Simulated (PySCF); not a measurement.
Molecule: C₅H₇FO₂Si, SMILES FCC#C[SiH]1OCCO1.

Vertical TDDFT excitations, ωB97X-D/def2-SVPD in PySCF 2.14.0, at a GFN2-xTB geometry (no frequency check), gas phase.

### Predict the low-lying singlet excitations and the spectrum.

The lowest singlet lies at 5.74 eV (216 nm, f = 0.000); the brightest of the first 8 is S4 at 7.13 eV (174 nm), f = 0.031, mixed, the largest part being HOMO → LUMO (46 %). No singlet lies below 3.1 eV (beyond 400 nm), so at this level no vertical transition falls in the visible.


```tsv
state	E (eV)	λ (nm)	f	main character
S1	5.74	216	0.000	HOMO−1 → LUMO (54 %)
S2	6.18	201	0.001	HOMO−3 → LUMO (28 %)
S3	6.34	195	0.001	HOMO−3 → LUMO+1 (53 %)
S4	7.13	174	0.031	HOMO → LUMO (46 %)
S5	7.26	171	0.017	HOMO → LUMO+1 (34 %)
S6	7.31	170	0.002	HOMO−2 → LUMO (45 %)
S7	7.51	165	0.012	HOMO−2 → LUMO+1 (38 %)
S8	8.07	154	0.019	HOMO → LUMO+2 (66 %)
```

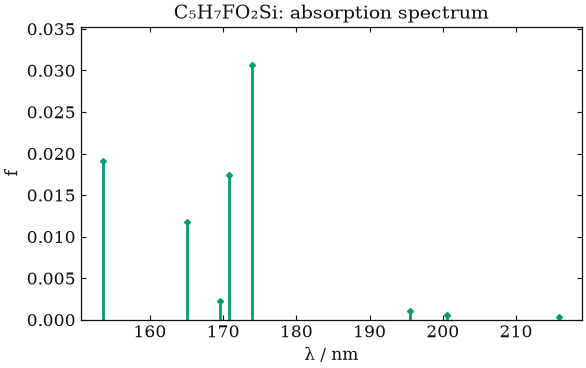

Only the first 8 singlet excitations are included.

Known limits of this run: the tight-binding geometry is rougher than a DFT one and adds to the error; one conformer of a flexible molecule; core orbitals are frozen in the response.
